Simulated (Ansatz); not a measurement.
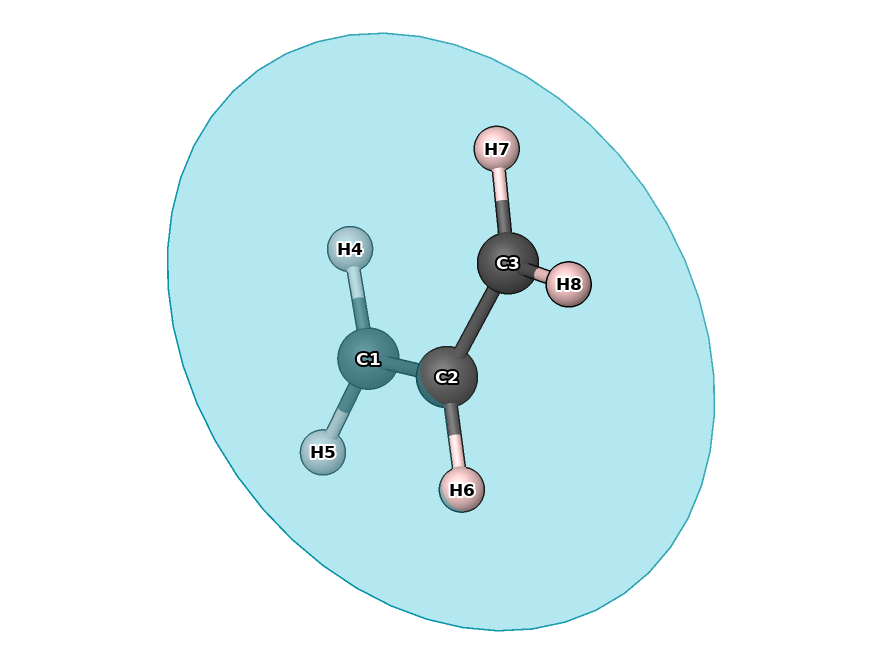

A disc through the centre of mass is drawn in. Distant atoms are faded towards the background colour. The species is neutral and a spin doublet. Computed geometry: PBE0-D4/def2-TZVP optimisation. No frequency run is at hand to confirm it as a minimum.

Q: Is the plane of the disc a mirror plane of the structure?

A: Yes. The reflection leaves C2, H6 in place and moves C1 ↔ C3; H4 ↔ H7; H5 ↔ H8. The point group is C2v.
